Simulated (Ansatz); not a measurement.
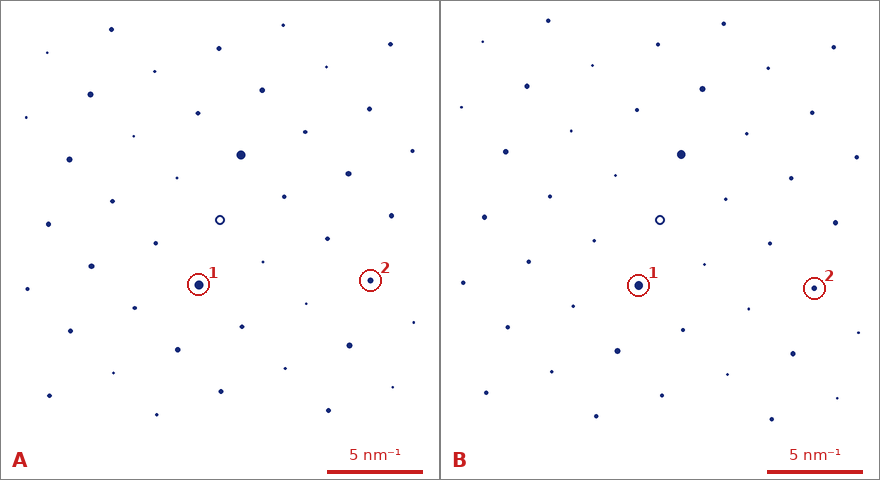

Kinematic electron diffraction patterns (120 kV, B = 0.5 Å², same scale) along [011] of the run's own cell, for the start and the end of one relaxation of Sb2W with DFT PBE, scalar-relativistic, plane waves, PAW in Ansatz. k mesh 12×12×6. The start is a generated model structure, and the relaxation ends in the nearest stationary point of its symmetry, not necessarily the ground state. Spot 1 is -1 1 -1 and spot 2 is -2 -1 1 in both.

Start structure:

```
CELL_PARAMETERS angstrom
3.62308 0.00000 0.00000
-1.81154 3.13768 0.00000
0.00000 0.00000 5.84479
ATOMIC_POSITIONS crystal
W 0.00000 0.00000 0.00000
Sb 0.33333 0.66667 0.25200
Sb 0.66667 0.33333 0.74800
```

**Which pattern belongs to the start structure, and which to the relaxed one?**

A is the start: its cell gives d(1) = 2.765 Å, d(2) = 1.162 Å and an angle of 86.0°. B is the relaxed structure, with d(1) = 2.740 Å (-0.9 %), d(2) = 1.118 Å (-3.8 %) and 84.1°.

**Name reflections whose intensity changes strongly on relaxation.**

0 2 -2 goes from 14 to 5 % of the strongest spot; 1 -3 3 goes from 11 to 4.6 % of the strongest spot.

**What did the relaxation do to the structure and the energy?**

The volume changed by +5.1 % to 23.28 Å³ an atom; with the mean shift removed, the atoms moved by up to 0.22 Å relative to the cell (Sb most); the space group stayed P-3m1 (No. 164); the free energy fell by 550 meV an atom. Relaxed cell: a = 3.465 Å, b = 3.465 Å, c = 6.717 Å, α = 90.00°, β = 90.00°, γ = 120.00°.
